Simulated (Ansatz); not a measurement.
## Fields on a plane of TiTe2 (CdI2 type)

```
CELL_PARAMETERS angstrom
      3.78396     0.00000     0.00000
     -1.89198     3.27701     0.00000
      0.00000     0.00000     6.60161
ATOMIC_POSITIONS crystal
  Ti 0.00000 0.00000 0.00000
  Te 0.33333 0.66667 0.25685
  Te 0.66667 0.33333 0.74315
```

The slice is a (1 -1 0 0) plane (indices of the conventional cell) through the point (0.667, 0.333, 0.743) (fractional), spanned by u = [110] and v = [001] in vectors of this cell: u (3.78 Å) and v (6.60 Å, at 90° to u). It covers one period; positions are fractions (u, v).

Atoms on it: Te at (0.00, 0.00).

The numbers are results of r2SCAN+rVV10 (plane waves to 500 eV, PAW, scalar-relativistic; Ansatz, a program for electronic structure), not measurements. k mesh 14×14×7. These are valence fields of a PAW run, semicore shells included where kept as valence: close to a nucleus they are smooth pseudo fields. Spin-orbit coupling is left out, though Te is heavy. TiTe2 is run without spin polarisation. TiTe2 was relaxed with its symmetry unable to fall.

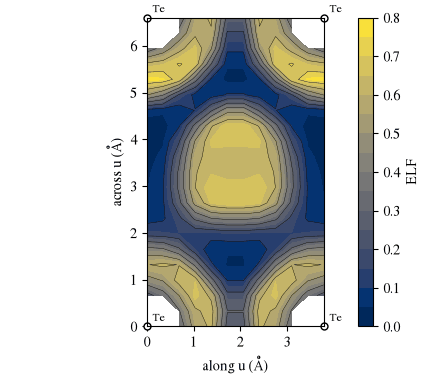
Figure. Electron localisation function (ELF), one period of the plane, atoms marked. Points within 0.5 Å of a nucleus are left white, as the pseudised field means little there.

```
|98642112468|
|76432112346|
|44321001234|
|33210000123|
|11100000011|
|00001111000|
|00012222100|
|00123333210|
|00123443210|
|01233443321|
|01233443321|
|01123333211|
|01123333211|
|11122332211|
|22222222222|
|33322222233|
|44432222344|
|76443223446|
|98643223468|
|99643223469|
```
Scale: ten equal steps from -1.52 (start of '0') to 1.24 (end of '9'), in the order '0123456789'. Values: log₁₀ of the valence density in e/Å³. The map has 11 points along u (one character each, u = 0 at the left) and 20 along v (v = 0 in the bottom row). The scale is logarithmic, as a density can span decades between atoms and voids.
